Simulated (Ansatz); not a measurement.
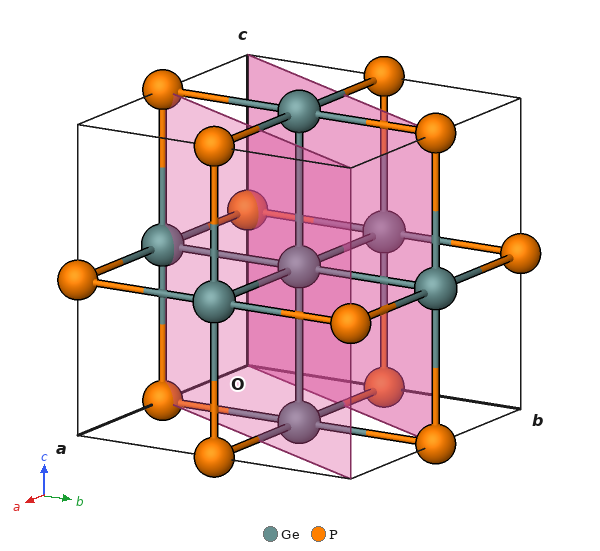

Every member of one family of equally spaced planes, hx + ky + lz = a whole number, that cuts the unit cell is shaded (one member passes through the origin O). Crystal: Ge4P3, coordinates from a relaxation with DFT PBE, scalar-relativistic, plane waves, PAW (Ansatz); the starting structure was generated, so it need not be a known form of this composition. The drawing is computed from the coordinates (standard cell, symmetry found to 0.002 Å).

a = 5.162 Å, b = 5.162 Å, c = 5.162 Å, α = 90.00°, β = 90.00°, γ = 90.00°.

Question: Index the planes.

Answer: (2 −1 0); the opposite sign names the same planes. The member next to the origin meets the axes a at 1/2, b at −1, c never.

Question: What is the spacing?

Answer: d = 2.308 Å.

Question: Which atoms of the cell lie in these planes (within 0.03 Å)?

Answer: 1 of the 4 Ge, 2 of the 3 P.
